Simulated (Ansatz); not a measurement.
**SiNH4 (SMILES [NH][SiH3]) at 6 levels**

Wanted: a comparison of 6 runs (U-r2SCAN/STO-3G, UB3LYP/STO-3G, UMP2/STO-3G, UBCCD(T)/STO-3G, UCCSDT/STO-3G, UCCSD/STO-3G) of SiNH4. 

Program for the calculation: Ansatz 0.2.0.

46 further runs of the same task are left out: 46 set aside as unsound or not needed.

**1. The molecule**

SiNH4: 6 atoms, total charge 0, spin state doublet. SMILES: `[NH][SiH3]`. The Si2–N1 distance was set to 3.505 Å, away from the relaxed value. At this shape a bond of the SMILES string is far longer than usual.

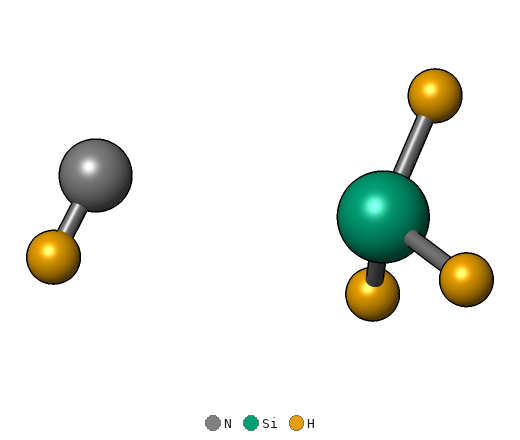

The structure, seen from a chosen angle (nitrogen grey, silicon teal, hydrogen amber).

**2. A single-point energy at U-r2SCAN/STO-3G (run 1)**

molecule.yaml

```yaml
crystal:
  periodic: [false, false, false]
  atoms:
    - {symbol: N, position_ang: [1.387877, -2.017967, 1.928971]}
    - {symbol: Si, position_ang: [-0.203700, 0.347600, -0.110000]}
    - {symbol: H, position_ang: [1.718577, -2.823467, 1.392171]}
    - {symbol: H, position_ang: [-1.310600, -0.282300, -0.885500]}
    - {symbol: H, position_ang: [0.789500, 0.911800, -1.068900]}
    - {symbol: H, position_ang: [-0.748100, 1.434800, 0.736200]}
basis:
  gaussian: {orbitals: STO-3G}
magnetization: {spin_polarized: true, initial_magnetization: 1}
hamiltonian: {xc: r2scan}
accuracy: high
```

Run with:

```bash
$ ansatz run molecule.yaml --threads 1 --pin off --max-ram 2610MiB --events-out events.jsonl --progress --plain --runs-dir runs
```

Output:

```text
Warning: RAYON_NUM_THREADS=1 ignored (pool sized by the plan → 1); use --threads N
Functional definition: r2SCAN
  name "r2SCAN"
  parameter k0 = 0.174
  parameter k1 = 0.065
  parameter a1 = 4.9479
  exchange = r2scan_x(k0 = k0, k1 = k1, a1 = a1)
  correlation = r2scan_c
289 factors; integrals over basis functions are off by at most 1.4e-8 eV
mean field evaluation 1: about -9303.0283 eV, gradient 2.0e1 eV
mean field evaluation 2: about -9103.1586 eV, gradient 5.3e1 eV
mean field evaluation 4: about -9301.2934 eV, gradient 1.9e1 eV
mean field evaluation 8: about -9313.2594 eV, gradient 7.6e0 eV
mean field evaluation 16: about -9314.3513 eV, gradient 8.7e-3 eV
mean field evaluation 32: about -9314.3506 eV, gradient 2.0e-1 eV
mean field -9314.35134302 eV, -342.2960983618 hartree, gradient 8.8e-8 eV, S^2 1.717817; 1 other end points of the search recorded, 0 dependent functions left out
reference -9314.35134404 eV, -342.2960983995 hartree; 13, 12 occupied and 5, 6 virtual orbitals, 289 factors
Total energy: -9314.35134404 eV, -342.2960983995 hartree
```

Run time: 6.6 s. Hardware: 1 thread of Arm Neoverse V1, shared host; peak memory 0.22 GiB.

**3. A single-point energy at UB3LYP/STO-3G (run 2)**

input.yaml

```yaml
crystal:
  periodic: [false, false, false]
  atoms:
    - {symbol: N, position_ang: [1.387877, -2.017967, 1.928971]}
    - {symbol: Si, position_ang: [-0.203700, 0.347600, -0.110000]}
    - {symbol: H, position_ang: [1.718577, -2.823467, 1.392171]}
    - {symbol: H, position_ang: [-1.310600, -0.282300, -0.885500]}
    - {symbol: H, position_ang: [0.789500, 0.911800, -1.068900]}
    - {symbol: H, position_ang: [-0.748100, 1.434800, 0.736200]}
basis:
  gaussian: {orbitals: STO-3G}
magnetization: {spin_polarized: true, initial_magnetization: 1}
hamiltonian: {xc: {name: B3LYP}}
accuracy: high
```

Run with:

```bash
$ ansatz run input.yaml --threads 1 --pin off --max-ram 2610MiB --events-out events.jsonl --progress --plain --runs-dir runs
```

Output:

```text
Warning: RAYON_NUM_THREADS=1 ignored (pool sized by the plan → 1); use --threads N
Functional definition: B3LYP
  name "B3LYP"
  parameter a0 = 0.2
  parameter ax = 0.72
  parameter ac = 0.81
  exchange = (1 - a0 - ax)*slater_x + ax*b88_x + a0*exact_x
  correlation = (1 - ac)*vwn_rpa_c + ac*lyp_c
289 factors; integrals over basis functions are off by at most 1.4e-8 eV
mean field evaluation 1: about -9304.7130 eV, gradient 2.0e1 eV
mean field evaluation 2: about -9185.7607 eV, gradient 5.0e1 eV
mean field evaluation 4: about -9310.2932 eV, gradient 1.8e1 eV
mean field evaluation 8: about -9310.6935 eV, gradient 1.7e1 eV
mean field evaluation 16: about -9315.7343 eV, gradient 1.5e-8 eV
mean field evaluation 32: about -9315.7343 eV, gradient 4.1e-6 eV
mean field -9315.73432628 eV, -342.3469220592 hartree, gradient 1.5e-8 eV, S^2 1.716158; 1 other end points of the search recorded, 0 dependent functions left out
reference -9315.73435737 eV, -342.3469232020 hartree; 13, 12 occupied and 5, 6 virtual orbitals, 289 factors
Total energy: -9315.73435737 eV, -342.3469232020 hartree
```

It took 2.8 s on 1 thread of Arm Neoverse V1, shared host; peak memory 0.13 GiB.

Run 3 isn't shown in full; the table further down has it.

**4. A single-point energy at UBCCD(T)/STO-3G (run 4)**

job.yaml

```yaml
crystal:
  periodic: [false, false, false]
  atoms:
    - {symbol: N, position_ang: [1.387877, -2.017967, 1.928971]}
    - {symbol: Si, position_ang: [-0.203700, 0.347600, -0.110000]}
    - {symbol: H, position_ang: [1.718577, -2.823467, 1.392171]}
    - {symbol: H, position_ang: [-1.310600, -0.282300, -0.885500]}
    - {symbol: H, position_ang: [0.789500, 0.911800, -1.068900]}
    - {symbol: H, position_ang: [-0.748100, 1.434800, 0.736200]}
basis:
  gaussian: {orbitals: STO-3G}
magnetization: {spin_polarized: true, initial_magnetization: 1}
correlation: {method: bccd_t, frozen_orbitals: {H: 0, "N": 1, Si: 5}}
accuracy: high
scf: {omitted_lower_state_checks: [cluster_reference, increment]}
```

Run with:

```bash
$ ansatz run job.yaml --threads 1 --pin off --max-ram 2610MiB --events-out events.jsonl --progress --plain --runs-dir runs
```

Output:

```text
Warning: RAYON_NUM_THREADS=1 ignored (pool sized by the plan → 1); use --threads N
Functional definition: HF
  name "HF"
  exchange = exact_x
  correlation = 0
these checks for a lower state are left out or cut short: cluster_reference, increment
289 factors; integrals over basis functions are off by at most 1.4e-8 eV
mean field evaluation 1: about -9282.4335 eV, gradient 1.6e1 eV
mean field evaluation 2: about -9282.4360 eV, gradient 1.6e1 eV
mean field evaluation 4: about -9288.3068 eV, gradient 5.6e0 eV
mean field evaluation 8: about -9287.9279 eV, gradient 1.6e0 eV
mean field evaluation 16: about -9293.5999 eV, gradient 4.0e-5 eV
mean field evaluation 32: about -9292.3305 eV, gradient 3.0e-1 eV
mean field evaluation 64: about -9292.3690 eV, gradient 1.5e-2 eV
mean field evaluation 96: about -9287.8886 eV, gradient 1.0e-6 eV
mean field -9293.59986536 eV, -341.5334956237 hartree, gradient 7.3e-8 eV, S^2 1.757311; 5 other end points of the search recorded, 0 dependent functions left out
6 core orbitals not correlated: weight in the atoms' cores, before any rotation towards them, 1.000 or more for the frozen orbitals, at most 0.000 for the correlated occupied ones
reference -9293.59986536 eV, -341.5334956237 hartree; 7, 6 occupied and 5, 6 virtual orbitals, 289 factors
second order -1.33162276 eV of doubles, -0.00000000 eV of singles
cycle   1  -1.79696255 eV  change   -4.7e-1 eV  update   5.6e-2
cycle   2  -2.07365938 eV  change   -2.8e-1 eV  update   2.3e-2
cycle   3  -2.08127640 eV  change   -7.6e-3 eV  update   5.2e-3
cycle   4  -2.08672707 eV  change   -5.5e-3 eV  update   2.0e-3
cycle   5  -2.08571704 eV  change    1.0e-3 eV  update   9.1e-4
cycle   6  -2.08648945 eV  change   -7.7e-4 eV  update   7.0e-4
cycle   7  -2.08647344 eV  change    1.6e-5 eV  update   6.7e-4
cycle   8  -2.08638675 eV  change    8.7e-5 eV  update   6.2e-4
cycle   9  -2.08672256 eV  change   -3.4e-4 eV  update   5.6e-4
cycle  10  -2.08683113 eV  change   -1.1e-4 eV  update   5.1e-4
cycle  11  -2.08673991 eV  change    9.1e-5 eV  update   4.8e-4
cycle  12  -2.08697735 eV  change   -2.4e-4 eV  update   4.4e-4
cycle  13  -2.08708386 eV  change   -1.1e-4 eV  update   3.6e-4
cycle  14  -2.08715186 eV  change   -6.8e-5 eV  update   3.4e-4
cycle  15  -2.08783711 eV  change   -6.9e-4 eV  update   2.7e-4
cycle  16  -2.08785603 eV  change   -1.9e-5 eV  update   7.3e-5
cycle  17  -2.08792434 eV  change   -6.8e-5 eV  update   4.9e-5
cycle  18  -2.08790789 eV  change    1.6e-5 eV  update   2.8e-5
cycle  19  -2.08789496 eV  change    1.3e-5 eV  update   1.4e-5
cycle  20  -2.08787624 eV  change    1.9e-5 eV  update   6.9e-6
cycle  21  -2.08787671 eV  change   -4.7e-7 eV  update   1.9e-6
cycle  22  -2.08787793 eV  change   -1.2e-6 eV  update   1.1e-6
cycle  23  -2.08787823 eV  change   -3.0e-7 eV  update   7.5e-7
cycle  24  -2.08787829 eV  change   -6.0e-8 eV  update   5.4e-7
cycle  25  -2.08787869 eV  change   -4.0e-7 eV  update   3.3e-7
cycle  26  -2.08787885 eV  change   -1.6e-7 eV  update   1.6e-7
cycle  27  -2.08787899 eV  change   -1.4e-7 eV  update   8.4e-8
cycle  28  -2.08787896 eV  change    2.4e-8 eV  update   4.0e-8
cycle  29  -2.08787894 eV  change    1.8e-8 eV  update   2.4e-8
cycle  30  -2.08787894 eV  change  -1.6e-11 eV  update   1.6e-8
cycle  31  -2.08787895 eV  change   -8.9e-9 eV  update   1.1e-8
cycle  32  -2.08787896 eV  change   -4.2e-9 eV  update   8.6e-9
cycle  33  -2.08787896 eV  change  -2.5e-10 eV  update   6.8e-9
cycle  34  -2.08787896 eV  change   -1.4e-9 eV  update   5.7e-9
cycle  35  -2.08787896 eV  change   -4.7e-9 eV  update   4.9e-9
cycle  36  -2.08787896 eV  change   -2.9e-9 eV  update   3.1e-9
cycle  37  -2.08787897 eV  change   -1.3e-9 eV  update   1.8e-9
cycle  38  -2.08787897 eV  change   1.3e-10 eV  update  8.0e-10
perturbative correction -0.01052185 eV, -0.0003866708 hartree
Total energy: -9295.69826617 eV, -341.6106104312 hartree
Checks for a lower state left out: cluster_reference, increment
```

Run time: 0.5 s. Hardware: 1 thread of Arm Neoverse V1, shared host.

Run 5 isn't shown in full; the table further down has it.

**5. The energy at UCCSD/STO-3G (run 6)**

run.yaml

```yaml
crystal:
  periodic: [false, false, false]
  atoms:
    - {symbol: "N", position_ang: [1.387877, -2.017967, 1.928971]}
    - {symbol: Si, position_ang: [-0.203700, 0.347600, -0.110000]}
    - {symbol: H, position_ang: [1.718577, -2.823467, 1.392171]}
    - {symbol: H, position_ang: [-1.310600, -0.282300, -0.885500]}
    - {symbol: H, position_ang: [0.789500, 0.911800, -1.068900]}
    - {symbol: H, position_ang: [-0.748100, 1.434800, 0.736200]}
basis:
  gaussian:
    orbitals: STO-3G
magnetization:
  spin_polarized: true
  initial_magnetization: 1
correlation:
  method: ccsd
  frozen_orbitals: {H: 0, "N": 1, Si: 5}
accuracy: high
scf:
  omitted_lower_state_checks: [cluster_reference, increment]
```

Run with:

```bash
$ ansatz run run.yaml --threads 1 --pin off --max-ram 2610MiB --events-out events.jsonl --progress --plain --runs-dir runs
```

Output:

```text
Warning: RAYON_NUM_THREADS=1 ignored (pool sized by the plan → 1); use --threads N
Functional definition: HF
  name "HF"
  exchange = exact_x
  correlation = 0
these checks for a lower state are left out or cut short: cluster_reference, increment
289 factors; integrals over basis functions are off by at most 1.4e-8 eV
mean field evaluation 1: about -9282.4335 eV, gradient 1.6e1 eV
mean field evaluation 2: about -9282.4360 eV, gradient 1.6e1 eV
mean field evaluation 4: about -9288.3068 eV, gradient 5.6e0 eV
mean field evaluation 8: about -9287.9279 eV, gradient 1.6e0 eV
mean field evaluation 16: about -9293.5999 eV, gradient 4.0e-5 eV
mean field evaluation 32: about -9292.3305 eV, gradient 3.0e-1 eV
mean field evaluation 64: about -9292.3690 eV, gradient 1.5e-2 eV
mean field evaluation 96: about -9287.8886 eV, gradient 1.0e-6 eV
mean field -9293.59986536 eV, -341.5334956237 hartree, gradient 7.3e-8 eV, S^2 1.757311; 5 other end points of the search recorded, 0 dependent functions left out
6 core orbitals not correlated: weight in the atoms' cores, before any rotation towards them, 1.000 or more for the frozen orbitals, at most 0.000 for the correlated occupied ones
reference -9293.59986536 eV, -341.5334956237 hartree; 7, 6 occupied and 5, 6 virtual orbitals, 289 factors
second order -1.33162276 eV of doubles, -0.00000000 eV of singles
cycle   1  -1.79539401 eV  change   -4.6e-1 eV  update   5.6e-2
cycle   2  -2.07349061 eV  change   -2.8e-1 eV  update   2.3e-2
cycle   3  -2.08127705 eV  change   -7.8e-3 eV  update   5.1e-3
cycle   4  -2.08695567 eV  change   -5.7e-3 eV  update   2.0e-3
cycle   5  -2.08611272 eV  change    8.4e-4 eV  update   9.2e-4
cycle   6  -2.08702869 eV  change   -9.2e-4 eV  update   7.0e-4
cycle   7  -2.08665810 eV  change    3.7e-4 eV  update   6.5e-4
cycle   8  -2.08663688 eV  change    2.1e-5 eV  update   6.1e-4
cycle   9  -2.08755707 eV  change   -9.2e-4 eV  update   5.5e-4
cycle  10  -2.08719279 eV  change    3.6e-4 eV  update   4.9e-4
cycle  11  -2.08717120 eV  change    2.2e-5 eV  update   4.7e-4
cycle  12  -2.08737956 eV  change   -2.1e-4 eV  update   4.3e-4
cycle  13  -2.08798386 eV  change   -6.0e-4 eV  update   3.3e-4
cycle  14  -2.08806033 eV  change   -7.6e-5 eV  update   2.1e-4
cycle  15  -2.08816869 eV  change   -1.1e-4 eV  update   9.8e-5
cycle  16  -2.08820356 eV  change   -3.5e-5 eV  update   5.6e-5
cycle  17  -2.08819150 eV  change    1.2e-5 eV  update   3.3e-5
cycle  18  -2.08817528 eV  change    1.6e-5 eV  update   1.4e-5
cycle  19  -2.08817438 eV  change    9.0e-7 eV  update   5.2e-6
cycle  20  -2.08817765 eV  change   -3.3e-6 eV  update   3.2e-6
cycle  21  -2.08817989 eV  change   -2.2e-6 eV  update   2.2e-6
cycle  22  -2.08818071 eV  change   -8.2e-7 eV  update   1.8e-6
cycle  23  -2.08818073 eV  change   -2.0e-8 eV  update   1.5e-6
cycle  24  -2.08818044 eV  change    3.0e-7 eV  update   1.3e-6
cycle  25  -2.08818045 eV  change   -1.2e-8 eV  update   1.1e-6
cycle  26  -2.08818035 eV  change    9.7e-8 eV  update   1.1e-6
cycle  27  -2.08818015 eV  change    2.1e-7 eV  update   1.0e-6
cycle  28  -2.08817956 eV  change    5.9e-7 eV  update   9.7e-7
cycle  29  -2.08817910 eV  change    4.6e-7 eV  update   8.6e-7
cycle  30  -2.08817831 eV  change    7.9e-7 eV  update   8.3e-7
cycle  31  -2.08817627 eV  change    2.0e-6 eV  update   7.3e-7
cycle  32  -2.08817680 eV  change   -5.2e-7 eV  update   3.0e-7
cycle  33  -2.08817705 eV  change   -2.5e-7 eV  update   8.9e-8
cycle  34  -2.08817709 eV  change   -4.1e-8 eV  update   4.8e-8
cycle  35  -2.08817707 eV  change    2.5e-8 eV  update   2.9e-8
cycle  36  -2.08817704 eV  change    2.4e-8 eV  update   1.5e-8
cycle  37  -2.08817704 eV  change    6.2e-9 eV  update   7.7e-9
cycle  38  -2.08817704 eV  change    3.0e-9 eV  update   4.5e-9
cycle  39  -2.08817704 eV  change  -8.0e-11 eV  update   2.3e-9
cycle  40  -2.08817704 eV  change  -3.2e-10 eV  update  9.7e-10
Total energy: -9295.68804239 eV, -341.6102347143 hartree
Checks for a lower state left out: cluster_reference, increment
```

It took 0.4 s on 1 thread of Arm Neoverse V1, shared host.

**6. The series**

| run | level | frozen core orbitals | energy (Eh) | ⟨S²⟩ | wall time |
| --- | --- | --- | --- | --- | --- |
| 1 | U-r2SCAN/STO-3G | – | -342.296098 | 1.718 | 6.6 s |
| 2 | UB3LYP/STO-3G | – | -342.346923 | 1.716 | 2.8 s |
| 3 | UMP2/STO-3G | 6 | -341.582432 | 1.757 | 0.26 s |
| 4 | UBCCD(T)/STO-3G | 6 | -341.610610 | 1.757 | 0.5 s |
| 5 | UCCSDT/STO-3G | 6 | -341.611181 | 1.757 | 1.7 s |
| 6 | UCCSD/STO-3G | 6 | -341.610235 | 1.757 | 0.4 s |

**7. Summary of results**

| quantity | value |
| --- | --- |
| run 6: total energy | -341.61023 Eh |
| run 6: correlation energy (6 core orbitals frozen) | -76.7 mEh |
| run 6: ⟨S²⟩ of the reference determinant | 1.757 |
| run 6: T1 diagnostic | 0.005 |

In words: Totals of different functionals can't be ranked against each other. In runs 1, 2, 3, 4, 5, 6 the basis is minimal, so the values are rough. Spin contamination of the reference: run 3 ⟨S²⟩ = 1.76, run 4 ⟨S²⟩ = 1.76, run 5 ⟨S²⟩ = 1.76, run 6 ⟨S²⟩ = 1.76, run 1 ⟨S²⟩ = 1.72, run 2 ⟨S²⟩ = 1.72. Where it is this large, the reference is a mixture of spin states, and values that rest on it are in doubt. All runs together took 12 s, the longest 6.6 s.
